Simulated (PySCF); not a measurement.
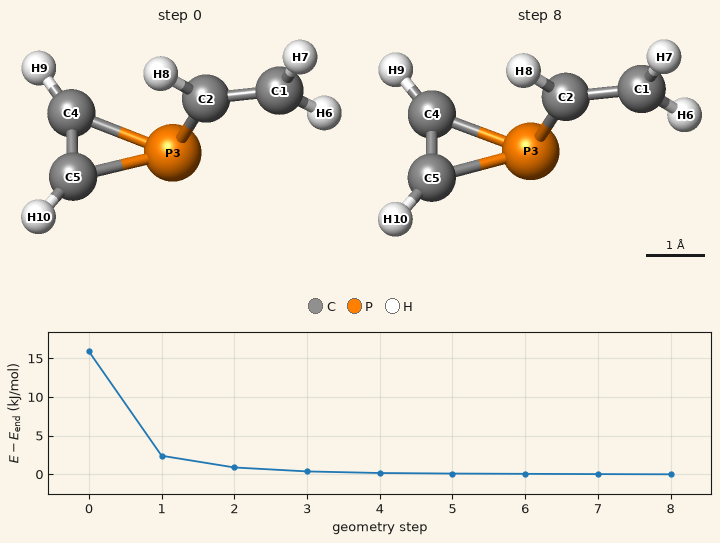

First and last geometry of a relaxation of C4H5P, with the history of the run. Style: ball-and-stick. Shown at a tilt.

The start comes from GFN2-xTB. Its atoms were then displaced at random by about 0.01 Å.

These are results of PySCF 2.14.0, density-fitted response routines, PBE0-D3(BJ)/def2-SVP geometry optimisation, gas phase, not measurements. 

### Read the history and describe the run.

It converged. After 8 geometry steps the energy has fallen by 15.9 kJ/mol. The atom that moves furthest after the best rigid fit is H8 (0.11 Å). Largest moves by element: H 0.11 Å, C 0.05 Å, P 0.05 Å. Some distances before and after: P3–C4 1.887 → 1.837 Å, C4–H9 1.053 → 1.090 Å, C1–C2 1.301 → 1.337 Å, C1–H6 1.072 → 1.096 Å. Bond angles that change, for instance: C5–C4–H9 148.6° → 144.8°, P3–C4–H9 143.1° → 146.0°, P3–C2–H8 116.0° → 118.8°.

```csv
step,"E − E(0), kJ/mol"
0,0.00
1,-13.50
2,-15.02
3,-15.54
4,-15.74
5,-15.81
6,-15.85
7,-15.88
8,-15.91
```
